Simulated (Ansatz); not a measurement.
The starting structures come from a database of crystals and need not be the phases stable at ambient conditions.

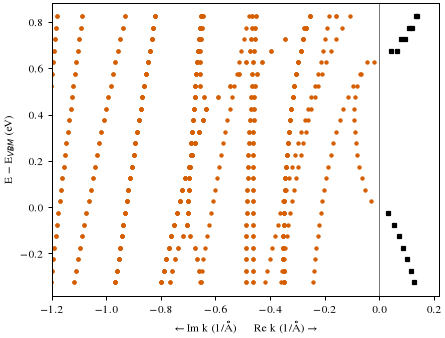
Figure. Complex bands at the centre of the two-dimensional zone; PBEsol in Ansatz (a first-principles code)

No gap correction and no spin-orbit coupling; mid-gap values are interpolated between computed energies.

This is Ca$_{5}$P$_{3}$H (P6_3/mcm, not sure to be the ambient phase, 18 atoms a cell, 20.5 Å³ an atom) along the normal of (001). Read off the slowest decay at the centre of the two-dimensional zone at 0.28 eV, the computed energy nearest the middle of the gap.

κ ≈ 0.09 1/Å, a decay length 1/(2κ) of the density of 5.8 Å.
